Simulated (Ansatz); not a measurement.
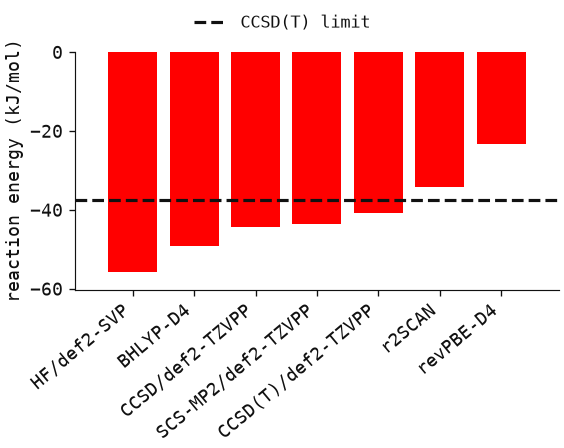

Electronic reaction energy of AlSiH₅S ([AlH2][SiH2]S) + AlH₃O ([OH][AlH2]) → Al₂SiH₆O ([AlH2][O][SiH2][AlH2]) + H₂S (S) (SMILES in brackets) at several levels (functionals in def2-TZVPP unless a basis is named), isolated molecules at PBE0-D4 triple-zeta geometries, minima by their frequencies, no zero-point or thermal terms, the Ansatz code. The line is frozen-core CCSD(T) at the basis limit (MP2 extrapolated from triple and quadruple zeta, plus CCSD(T) less MP2 in a smaller set). No dispersion term is added to r2SCAN. The distance of HF/def2-SVP, CCSD/def2-TZVPP, SCS-MP2/def2-TZVPP and CCSD(T)/def2-TZVPP to the limit includes basis error.

Q: What range do the values span, the line included?

A: From −55.9 kJ/mol (HF/def2-SVP) to −23.5 kJ/mol (revPBE-D4).

Q: Which level comes closest to the line (CCSD(T) limit), and which misses most?

A: Closest r2SCAN (−34.2 kJ/mol) and CCSD(T)/def2-TZVPP (−40.8 kJ/mol), against −37.5 kJ/mol; farthest HF/def2-SVP (−55.9 kJ/mol).

Known limits of this run: one conformer of each flexible molecule.
